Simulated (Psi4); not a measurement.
# CH4FSi (SMILES [CH2][SiH2]F): a chain of runs

Aim: a structure relaxation (UHF-3c/MINIX), then the harmonic vibrations, then a single-point energy (USCS-MP2/aug-cc-pVDZ) of CH4FSi. 

Program for the calculation: Psi4 1.11.

### Step 1. The molecule

CH4FSi has 7 atoms, charge 0, and is taken as a doublet. SMILES: `[CH2][SiH2]F`. Geometry: relaxed at PBE0-D4/def2-TZVP. The run starts from this shape.

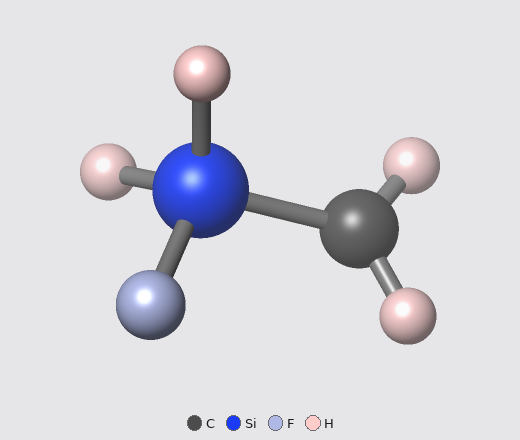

The structure, seen from a chosen angle (carbon dark grey, silicon blue, fluorine light blue, hydrogen pink).

### Step 2. A structure relaxation at UHF-3c/MINIX (density fitting) (run 1)

File calc.in:

```
memory 1600 mb

molecule {
  0 2
  C
  Si 1 r2
  F 2 r3 1 a3
  H 1 r4 2 a4 3 d4
  H 1 r5 4 a5 2 d5
  H 2 r6 3 a6 1 d6
  H 2 r7 6 a7 3 d7

  r2 = 1.828093
  r3 = 1.6013
  a3 = 108.95364
  r4 = 1.085294
  a4 = 122.58859
  d4 = -1.70039
  r5 = 1.085888
  a5 = 115.10115
  d5 = 179.81486
  r6 = 1.486285
  a6 = 107.75494
  d6 = 121.27551
  r7 = 1.486491
  a7 = 108.99041
  d7 = -116.52394
  symmetry c1
}

set {
  reference    uks
  geom_maxiter 60
}

E, wfn = optimize('hf-3c', return_wfn=True)
```

Command:

```bash
psi4 -i calc.in -o calc.out -n 1
```

calc.out:

```text
Psi4 1.11 release

gradient() will perform analytic gradient computation.

   => Loading Basis Set <=

    Name: MINIX
    Role: ORBITAL
    Keyword: BASIS

   => HF3C: Empirical Dispersion <=

        s6 =       1.000000
        s8 =       0.877700
        a1 =       0.417100
        a2 =       2.914900

[... 130 lines left out ...]
   @S   Observed:                5.000000000E-01
[... 383 lines left out ...]
 Dipole Z            :          3.0165682           -3.3615887           -0.3450205
[... 451 lines left out ...]
   @DF-UKS iter   4:  -426.21526940919000   -2.38301e-08   7.88134e-07 DIIS
[... 273 lines left out ...]
  @DF-UKS Final Energy:  -426.21527140748077
[... 434 lines left out ...]
    Final optimized geometry and variables:
[... 13 lines left out ...]
    a3        =  110.1832773620
    a4        =  123.7214069679
    a5        =  114.3094460546
    a6        =  109.0481654375
    a7        =  108.1802427672
    d4        =   -2.1617561897
    d5        =  179.7839657606
    d6        =  121.0192716512
    d7        = -118.3755757018
    r2        =    1.8623177491
    r3        =    1.5406334318
    r4        =    1.0812260631
    r5        =    1.0820817952
    r6        =    1.4879373040
    r7        =    1.4880515095

    Psi4 run time: 0:00:13.53

[set-up sections that repeat, and orbital energies of the middle runs, are left out above]
```

Standard output:

```text
Optimizer: Optimization complete!
```

Wall time 17 s (1 thread of AMD EPYC, shared host); peak memory 0.22 GiB.

Steps, from the record of the run:

| step | energy from the first frame kept (eV) | largest force (eV/Å) |
| --- | --- | --- |
| 0 | 0.0000 | 2.7539 |
| 1 | -0.0801 | 0.7788 |
| 2 | -0.0877 | 0.1645 |
| 3 | -0.0881 | 0.0190 |
| 4 | -0.0881 | 0.0092 |
| 5 | -0.0881 | 0.0027 |

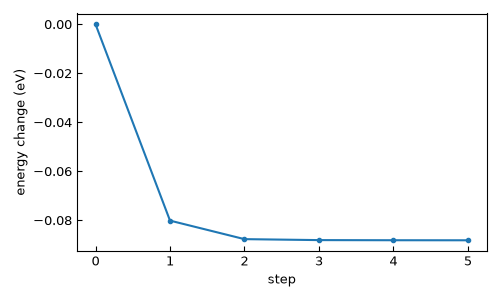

Energy along the run.

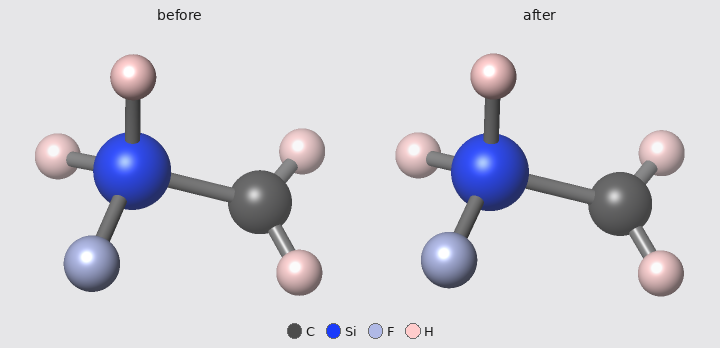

Before and after, at one scale.

After the run. Bond lengths: C1–Si2 1.862 Å, Si2–F3 1.541 Å, C1–H4 1.081 Å, C1–H5 1.082 Å, Si2–H6 1.488 Å, Si2–H7 1.488 Å. Angles: C1–Si2–F3 110.2°, C1–Si2–H6 110.2°, C1–Si2–H7 110.3°, F3–Si2–H6 109.0°, F3–Si2–H7 109.0°, Si2–C1–H4 123.7°, Si2–C1–H5 122.0°, H6–Si2–H7 108.2°, H4–C1–H5 114.3°.

### Step 3. Vibrational wavenumbers at UHF-3c/MINIX (density fitting) (run 2)

File calc.dat:

```
memory 1600 MB

molecule system {
  0 2
  C     -0.900052     0.266561    -0.633587
  Si     0.587791    -0.180047     0.393590
  F      0.676826    -1.708666     0.563729
  H     -1.569368    -0.462301    -1.069277
  H     -1.161968     1.294782    -0.845868
  H      0.492490     0.453310     1.736622
  H      1.831710     0.306803    -0.262110
}

set reference uks
set t 298.15
set rotational_symmetry_number 1

result = frequency("hf-3c")
print_variables()
```

Command:

```bash
psi4 calc.dat calc.out -n 1
```

calc.out:

```text
Psi4 1.11 release

gradient() will perform analytic gradient computation.

   => Loading Basis Set <=

    Name: MINIX
    Role: ORBITAL
    Keyword: BASIS

   => HF3C: Empirical Dispersion <=

        s6 =       1.000000
        s8 =       0.877700
        a1 =       0.417100
        a2 =       2.914900

[... 114 lines left out ...]
   @DF-UKS iter   5:  -426.21526078773189   -1.03874e-04   8.29448e-05 DIIS
[... 59 lines left out ...]
  @DF-UKS Final Energy:  -426.21527208640390
[... 237 lines left out ...]
   @DF-UKS iter   6:  -426.21527179375295   -1.10060e-05   1.47721e-05 DIIS
[... 62 lines left out ...]
    Nuclear Repulsion Energy =            108.9893629678891642
[... 413 lines left out ...]
  "SCF DIPOLE"                        =>      -0.159451106591 ... -0.144545651890 1 by 3
[... 4 lines left out ...]
    Psi4 run time: 0:00:36.82
```

The script printed:

```text
Warning: thermodynamics relations excluded imaginary frequencies: ['93.9638i']
Warning: used thermodynamics relations inappropriate for low-frequency modes: ['292.4599' '521.7220']
```

It took 41 s on 1 thread of AMD EPYC, shared host; peak memory 0.29 GiB.

### Step 4. The energy at USCS-MP2/aug-cc-pVDZ (density fitting) (run 3)

File job.py:

```python
import psi4

psi4.set_memory(1600000000)
psi4.set_num_threads(1)
psi4.core.set_output_file('output.dat', False)

mol = psi4.geometry("""
0 2
C
Si 1 1.862318
F 2 1.540633 1 110.18329
H 1 1.081226 2 123.72138 3 -2.16181
H 1 1.082082 4 114.30948 2 179.78384
H 2 1.487938 3 109.0482 1 121.0193
H 2 1.488052 6 108.1802 3 -118.37558
symmetry c1
""")

psi4.set_options({
    'reference': 'uhf',
    'freeze_core': True,
})

e = psi4.energy('scs-mp2/aug-cc-pVDZ')
print('E =', round(e, 9))
```

Command:

```bash
python job.py
```

output.dat:

```text
=> Loading Basis Set <=

    Name: AUG-CC-PVDZ
    Role: ORBITAL
    Keyword: BASIS

         ---------------------------------------------------------
                                   SCF
                              UHF Reference
                        1 Threads,   1525 MiB Core
         ---------------------------------------------------------

  ==> Geometry <==

    Molecular point group: c1
    Full point group: C1

    Geometry (in Angstrom), charge = 0, multiplicity = 2:

[... 93 lines left out ...]
   @UHF iter   4:  -428.59669783780350   -3.22623e-03   1.79761e-04 DIIS/ADIIS
[... 9 lines left out ...]
  Energy and wave function converged.
[... 59 lines left out ...]
    Two-Electron Energy =                 272.7331368203674060
[... 116 lines left out ...]
  MAX_MOGRAD_CONVERGENCE        => (empty)
[... 104 lines left out ...]
	MP2 Total Energy (a.u.)            :  -429.02297587477727
[... 2 lines left out ...]
	total time  =         17 seconds =       0.28 minutes
```

Standard output:

```text
E = -429.021599592
```

It took 49 s on 1 thread of AMD EPYC, shared host; peak memory 0.76 GiB.

### Step 5. Summary of results

```
                                                                               quantity                 value
                                           run 1, UHF-3c/MINIX: total energy at the end         -426.21527 Eh
                                                     run 1, UHF-3c/MINIX: dipole moment                1.40 D
                                run 1, UHF-3c/MINIX: HOMO energy (highest over α and β)             -10.52 eV
                                 run 1, UHF-3c/MINIX: LUMO energy (lowest over α and β)               4.76 eV
                                                              run 1, UHF-3c/MINIX: ⟨S²⟩                 0.761
                                        run 2, UHF-3c/MINIX: lowest harmonic wavenumber  94i cm⁻¹ (imaginary)
                                       run 2, UHF-3c/MINIX: highest harmonic wavenumber             3713 cm⁻¹
                                              run 3, USCS-MP2/aug-cc-pVDZ: total energy         -429.02160 Eh
run 3, USCS-MP2/aug-cc-pVDZ: HOMO energy (Hartree–Fock orbitals) (highest over α and β)             -10.57 eV
 run 3, USCS-MP2/aug-cc-pVDZ: LUMO energy (Hartree–Fock orbitals) (lowest over α and β)               0.98 eV
               run 3, USCS-MP2/aug-cc-pVDZ: correlation energy (7 core orbitals frozen)            -424.4 mEh
                                                      run 3, USCS-MP2/aug-cc-pVDZ: ⟨S²⟩                 0.761
```

What this shows: The optimisation (run 1, UHF-3c/MINIX) took 6 steps and changed the energy by -0.088 eV. 1 mode is imaginary (lowest 94i cm⁻¹): a first-order saddle point.
